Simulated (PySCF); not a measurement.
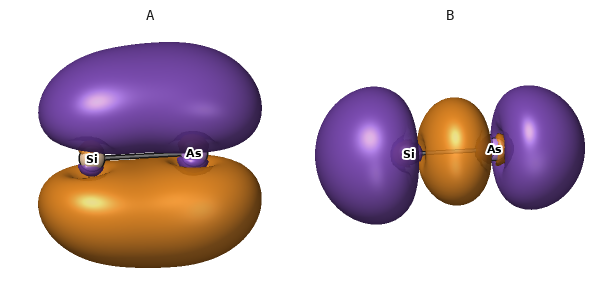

Figure. SiAs (charge −1). Two frontier orbitals, each drawn at the value that holds 80 % of its norm (orange and purple are the two phases), in no order; of a degenerate pair one member is drawn.

Theory: PySCF, PBE0/def2-TZVPPD, non-relativistic Hamiltonian with scalar-relativistic core potentials where named, at a bond length of 2.100 Å.

Name the orbitals and rank them from lowest to highest energy.

Orbital B: σ, occupied, −1.00 eV; shared between the atoms (Si 55 %, As 45 %).
Orbital A: π, occupied, −0.89 eV; bonding, with no node between the atoms.
